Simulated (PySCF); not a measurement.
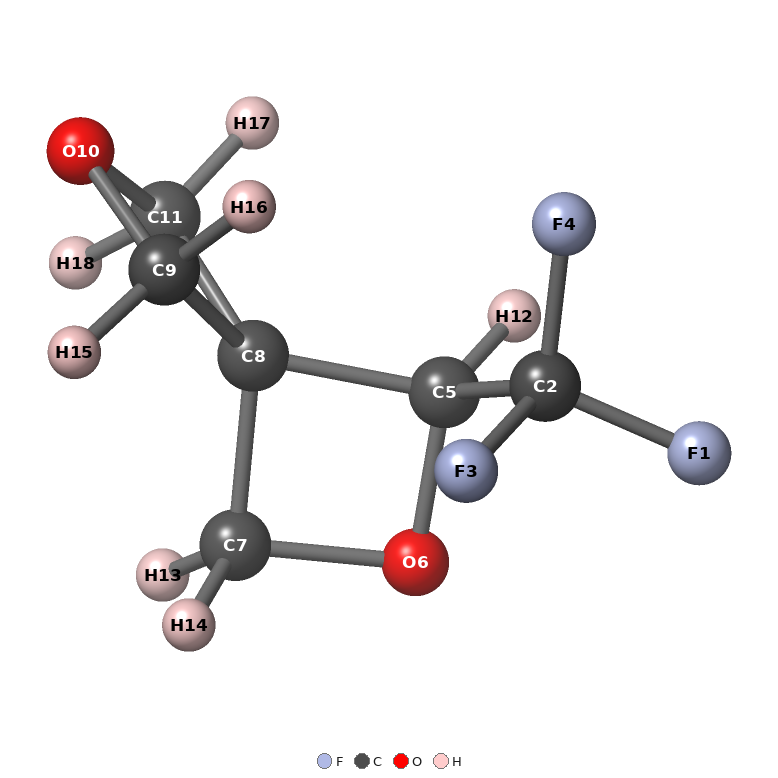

The geometry was computed by an optimisation with PBE0-D3(BJ)/def2-SVP. No frequency run is at hand to confirm it as a minimum. Level of theory: B3LYP/pcJ-1 indirect spin-spin coupling, non-relativistic, gas phase (PySCF 2.14.0). Isotopes: 13C, 19F, 1H, 17O.

Give the spin–spin coupling constants of these pairs, with the number of bonds between them: F1/C2, F4/C5, F4/H12, F4/C8.

| pair | bonds apart | J (Hz) |
| --- | --- | --- |
| F1, C2 | 1 | −354.5 |
| F4, C5 | 2 | 42.3 |
| F4, H12 | 3 | −1.5 |
| F4, C8 | 3 | −1.2 |

Density functionals are unreliable for couplings to fluorine, so those rows may be far off.
